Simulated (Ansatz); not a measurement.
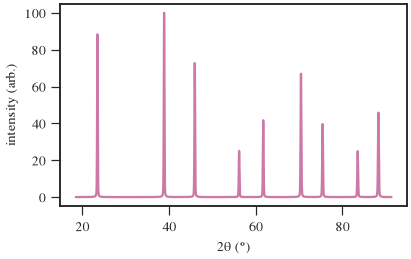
*Simulated powder pattern, neutron, λ = 1.5401 Å*

The pattern belongs to a structure relaxed with plane-wave PAW PBE (Ansatz code).

Q: Which of these materials gives this?
A) Zr, diamond
B) Hf, diamond
C) HfO2, P2_1/c (Hf on 4e, O on 4e, O on 4e)
D) Ti, diamond

A: B, Hf, diamond

Space group Fd-3m (diamond). The start of the workflow was typed in or built on a structure type; neither database checked (COD, Materials Project) lists it. It is not the phase usual at ambient conditions (space group No. 194). Symmetry was held in the PBE relaxation; its stability against distortions is not shown here. The run is not spin-polarised. Spin–orbit coupling is left out wherever it is not named.

Potentials: the earlier of the program's two PAW sets.
